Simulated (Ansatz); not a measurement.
# LaZn5Cu, from a guessed structure to a relaxed one, part 2 of 2

Starting from a made-up structure for LaZn5Cu, the aim is the relaxed cell, its shortest contacts and, where a second run follows, its electronic structure.

Ansatz 0.2.0; DFT, PBEsol, plane-wave PAW, files of the set soft_1, scalar-relativistic, ferromagnetic start, cell and ions relaxed at zero pressure; PAW set soft_1 (the session's first sound run).

So far: The structure; Relaxing cell and atoms. The relaxed cell has a = 4.325, c = 6.886 Å (conventional setting).

## (3) Electronic structure of the relaxed cell

A second self-consistent run takes a narrower smearing and the mesh shown in its input; the bands follow along the standard path of the relaxed lattice.

This step: DFT, PBEsol, plane-wave PAW, files of the set soft_1, scalar-relativistic, no spin, bands and density of states at the relaxed cell; PAW set soft_1 (Ansatz 0.2.0).

The input, input.yaml:

```yaml
crystal:
  lattice:
    - [4.3251464486, 0.0, 0.0]
    - [0.0, 4.3251464486, 0.0]
    - [0.0, 0.0, 6.8859093108]
  atoms:
    - { symbol: La, position: [0.0, 0.0, 0.0] }
    - { symbol: Zn, position: [0.0, 0.5, 0.6857377692] }
    - { symbol: Zn, position: [0.5, 0.0, 0.3142622308] }
    - { symbol: Zn, position: [0.0, 0.5, 0.3142622308] }
    - { symbol: Zn, position: [0.5, 0.0, 0.6857377692] }
    - { symbol: Zn, position: [0.5, 0.5, 0.0] }
    - { symbol: Cu, position: [0.0, 0.0, 0.5] }
kpoints:
  mp_grid: { grid: [8, 8, 6] }
  band_path:
    path:
      - [[0.0, 0.0, 0.0], [0.0, 0.5, 0.0], [0.5, 0.5, 0.0], [0.0, 0.0, 0.0], [0.0, 0.0, 0.5], [0.0, 0.5, 0.5], [0.5, 0.5, 0.5], [0.0, 0.0, 0.5]]
      - [[0.0, 0.5, 0.0], [0.0, 0.5, 0.5]]
      - [[0.5, 0.5, 0.0], [0.5, 0.5, 0.5]]
    npoints: 8
scf:
  occupations: { method: fermi_dirac, width: 0.03 }
  n_extra_bands: 11
hamiltonian:
  xc: pbesol
  pseudopotentials: { kind: paw, azcp: { folder: soft_1 }, xc_functional: pbe }
output:
  forces: true
  stress: true
  write_bands: true
  dos: { projected: true }
  write_density: true
  write_potential: true
  elf: true
  volumetric_format: npy
```

Started as:

```console
> ansatz run input.yaml --threads 4 --pin off --max-ram 10240MiB --backend cpu --events-out ev --progress --plain --runs-dir out
```

Numbers of over 12 decimals in the logs are rounded to 6 here.

Log:

```text
La: projections on atomic orbitals take those of the free atom [Kr 4d10] 4f0 5s2 5p6 5d1 6s2, of charge +0.00 (hamiltonian.pseudopotentials.projection_atoms); the dataset's partial waves leave at most 1.9e-5 of an orbital's norm unspanned inside its sphere
[...]
Crystal: 7 atoms, lattice volume = 128.814 Å³
Basis set: ecut = 420 eV, 2527 PW (Γ), exchange–correlation on 60×60×96 points (8 copies of the dense FFT grid, shifted against one another)
Bands: 56, of which v1, the nominal top of the filled ones, is band 45 counted from 1 (44 counted from 0)
Symmetry: 16 space group operations
[...]
k-points: 60 of 384
[...]
SCF iter   1: F=—  HF=-29192.994299 eV  |F-HF|=—  |Δ(HF+E_count)|=         —  Δρ=1.02e0  dr2=1.87e3  ethr=3.10e-3  ⟨swp⟩=6.0  Hψ=13218  notcnv=0
[...]
SCF iter  17: F=-29155.134919 eV  HF=-29155.134919 eV  |F-HF|=5.53e-8  |Δ(HF+E_count)|=   4.46e-8  Δρ=7.64e-6  dr2=5.50e-8  ethr=1.11e-10  ⟨swp⟩=15.0  Hψ=25740  notcnv=0
SCF 1 converged in 17 iterations: F = -29155.134919 eV  dr2 = 5.50e-8
[...]
NSCF: frozen V_eff on 75 k-points
SCF converged after 17 iterations
Free energy (F): -29155.134919 eV
[...]
Internal energy: -29155.118374 eV  (E = F + TS)
E sigma→0 (E₀):  -29155.126646 eV
Entropy (-TS):   -0.016544 eV (-2.363 meV/atom)
Fermi energy:    10.399694 eV
[...]
--- Forces (eV/Å), atoms counted from 1 ---
  atom   1  La    -0.00000000     0.00000000     0.00000000
  atom   2  Zn    -0.00000000     0.00000000    -0.02371801
  atom   3  Zn     0.00000000     0.00000000     0.02371801
  atom   4  Zn    -0.00000000     0.00000000     0.02371801
  atom   5  Zn     0.00000000     0.00000000    -0.02371801
  atom   6  Zn     0.00000000    -0.00000000     0.00000000
  atom   7  Cu     0.00000000     0.00000000     0.00000000
  max |Σ_I F_I| component: 6.94e-18 eV/Å
--- Stress (GPa, compression-positive) ---
        0.071847       0.000000       0.000000
        0.000000       0.071847       0.000000
        0.000000       0.000000      -0.376727
  P = ⅓ Tr σ = -0.0777 GPa (-0.777 kbar)
--- Band table (eV; the first three rows and the last of 60) ---
  k-point 0: bands = [... 41 lower, 9.3656, 10.1968, 10.1968, 11.5619, 11.6034, 11.6034, 12.1051, 12.4122, ... 7 higher]
  k-point 1: bands = [... 41 lower, 9.3609, 10.0256, 10.0256, 11.2623, 11.5481, 11.7681, 11.7681, 12.4411, ... 7 higher]
  k-point 2: bands = [... 41 lower, 9.3508, 9.7610, 9.7610, 10.5268, 10.9561, 11.9725, 11.9725, 12.7388, ... 7 higher]
  k-point 59: bands = [... 41 lower, 7.5392, 8.7095, 8.9319, 9.1868, 9.1868, 10.7128, 10.7128, 12.6943, ... 7 higher]
```

The job ended after 17 s (4 threads of AMD EPYC 7B13 (Zen 3), shared host; peak memory 0.85 GiB; 66 s of CPU time).

Numbers from this step:

- free energy: -29155.1349 eV
- energy at zero smearing: -29155.1266 eV
- smearing term TS: 0.01654 eV
- Fermi energy: 10.40 eV
- pressure: -0.07768 GPa

bands.tsv at the labelled points (eV, zero at the Fermi level; the bands that come nearest the Fermi level along the path):

```tsv
point	band 42	band 43	band 44	band 45	band 46	band 47	band 48	band 49
Γ	-1.03	-0.20	-0.20	1.16	1.20	1.20	1.71	2.01
X	-2.35	-2.23	-2.09	0.00	1.46	1.91	2.03	2.18
M	-2.89	-1.57	-1.57	-0.67	-0.08	0.36	0.36	0.67
Γ	-1.03	-0.20	-0.20	1.16	1.20	1.20	1.71	2.01
Z	-1.05	-0.75	-0.75	-0.52	0.45	1.64	1.64	2.42
R	-2.86	-0.56	-0.47	0.09	0.48	0.80	1.39	2.37
A	-2.86	-1.69	-1.47	-1.21	-1.21	0.31	0.31	2.29
Z	-1.05	-0.75	-0.75	-0.52	0.45	1.64	1.64	2.42
X	-2.35	-2.23	-2.09	0.00	1.46	1.91	2.03	2.18
R	-2.86	-0.56	-0.47	0.09	0.48	0.80	1.39	2.37
M	-2.89	-1.57	-1.57	-0.67	-0.08	0.36	0.36	0.67
A	-2.86	-1.69	-1.47	-1.21	-1.21	0.31	0.31	2.29
```

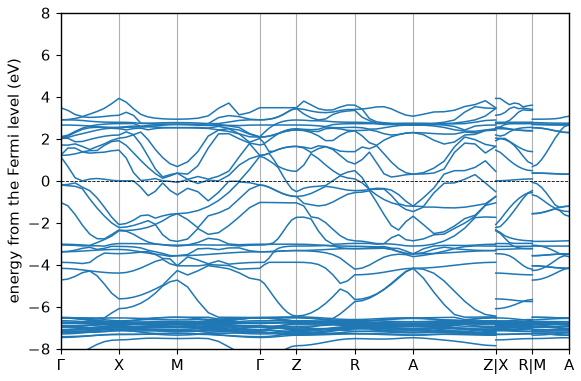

Bands along the path. 8 bands lie wholly below the window drawn.

States per cell as run, both spins, in windows of 1 eV, from dos.tsv (zero at the Fermi level):

| from | to | total |
| --- | --- | --- |
| -8 | -7 | 20.80 |
| -7 | -6 | 30.45 |
| -6 | -5 | 1.42 |
| -5 | -4 | 2.94 |
| -4 | -3 | 8.62 |
| -3 | -2 | 3.39 |
| -2 | -1 | 2.93 |
| -1 | 0 | 3.34 |
| 0 | 1 | 3.00 |
| 1 | 2 | 3.13 |

A further 16.2 states lie below the table's range.

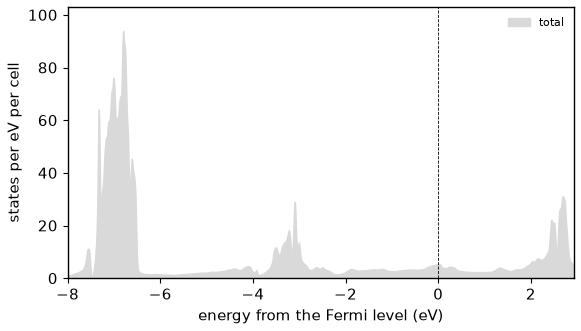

Total density of states, smoothed over about 0.04 eV.

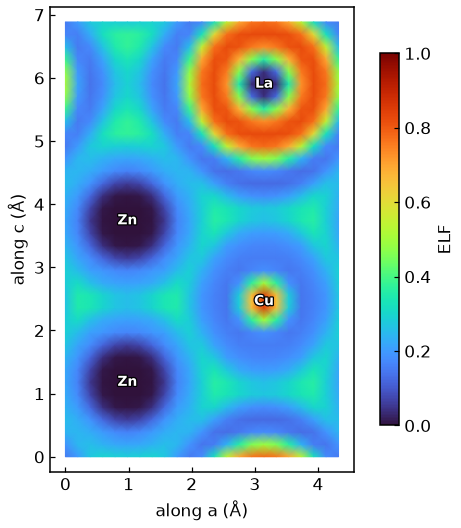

ELF in the ac plane at fractional y = 0.000, with atoms of La and Zn and Cu within 0.2 Å of it. It is the smooth field of the valence electrons, not physical close to the nuclei. The map starts off the cell's origin, so that atoms lie inside it.

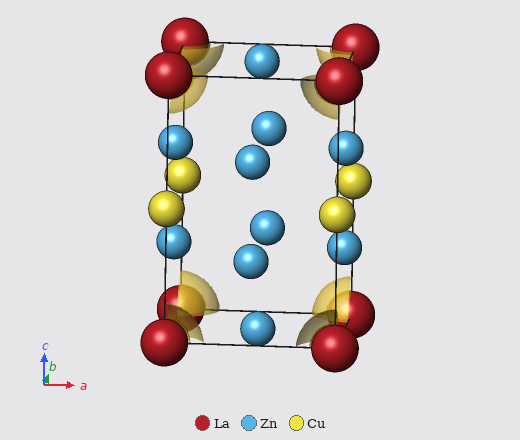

Surface of ELF = 0.77.

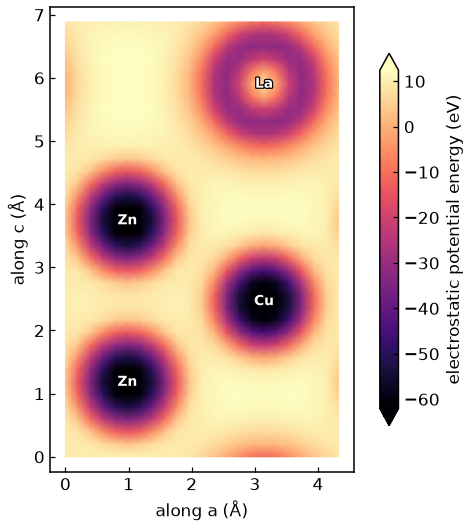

Electrostatic potential energy in the ac plane at fractional y = 0.000, with atoms of La and Zn and Cu within 0.2 Å of it. With pseudopotentials it is smooth inside the atoms' cores, unlike the true potential. The map starts off the cell's origin, so that atoms lie inside it.

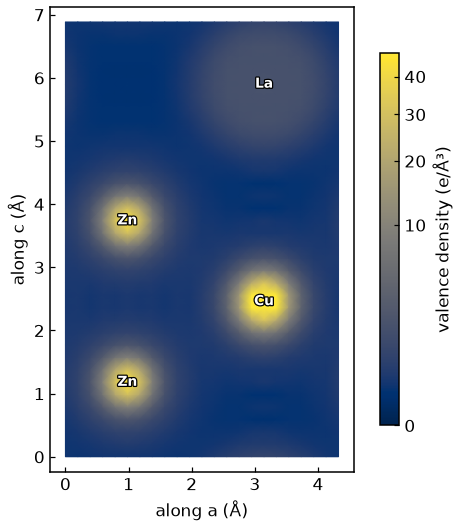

Valence density in the ac plane at fractional y = 0.000, with atoms of La and Zn and Cu within 0.2 Å of it. It is the smooth field of the valence electrons, not physical close to the nuclei. The map starts off the cell's origin, so that atoms lie inside it. The colour scale is stretched toward low values.

## (4) What came out

| Item | Value |
| --- | --- |
| space group, relaxed | P4/mmm |
| conventional cell | a = 4.325, b = 4.325, c = 6.886 Å; α = 90.0°, β = 90.0°, γ = 90.0° |
| volume per atom | 18.40 Å³ (guess 17.22) |
| total moment | 0.00 μB in the cell of 7 atoms |

**Reading.** LaZn5Cu relaxes to P4/mmm with a = 4.325, b = 4.325 and c = 6.886 Å. The guessed volume was 6 % too small. The space group P4/mmm was held in the relaxation, so the end point is a stationary structure within it and may be a saddle against distortions or other arrangements. The moments died out from this one start and weren't seeded again at the relaxed cell. Bands cross the Fermi level, so it is a metal or semimetal at this level. On the 8×8×6 mesh with the narrower smearing (relaxed on 6×6×4) the largest force component is 0.024 eV/Å and the largest stress component is 0.377 GPa, against the relaxation's thresholds of 0.015 eV/Å and 0.05 GPa. The cutoff wasn't tested. Spin-orbit coupling is left out, which can matter for elements this heavy. No dispersion term is used, so weakly bound directions may come out too long. Nothing here tests whether the compound is stable against decomposition.

[Logs are printed without paths, hosts, clocks, repeated set-up lines and the standing remarks that a program may print on its own settings, such as how far it seeks lower states.]

[Hosts, paths, dates, database ids (printed as entryN), source tags and the programs' standing remarks are cut or masked in the printed files.]
